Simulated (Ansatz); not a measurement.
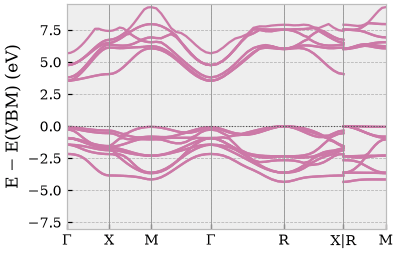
Band structure from PBE with spin–orbit coupling in the plane-wave PAW code Ansatz

Read off the gap and where the band edges lie.

About 3.5 eV (3.54 eV by a search for the band edges); maximum at R, minimum at Γ.

The material is BaHfO3 (cubic perovskite, Pm-3m).

The PBE relaxation kept the symmetry of its start. The run is not spin-polarised.

Potentials: the earlier of the program's two PAW sets.
